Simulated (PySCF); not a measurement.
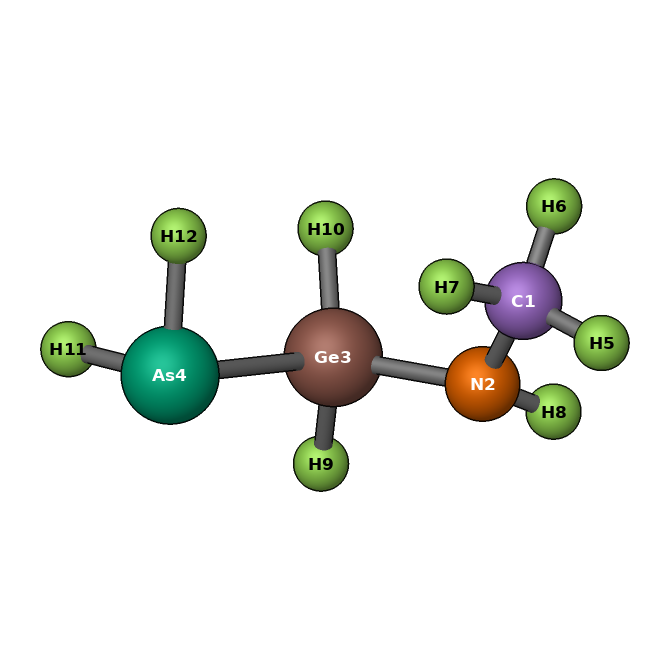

The geometry was computed by an optimisation with PBE0-D3(BJ)/def2-SVP. No frequency run is at hand to confirm it as a minimum. Level of theory: GIAO BLYP/pcSseg-1 NMR shielding, non-relativistic, gas phase (PySCF 2.14.0). Principal shieldings σ11 ≤ σ22 ≤ σ33, span Ω = σ33 − σ11, skew κ = 3(σiso − σ22)/Ω.

Give the shielding tensors of the N atoms.

| atom | σ11 | σ22 | σ33 | σiso | Ω | κ |
| --- | --- | --- | --- | --- | --- | --- |
| N2 | 199.2 | 219.7 | 274.2 | 231.0 | 75.1 | 0.45 |

Shieldings and span in ppm.
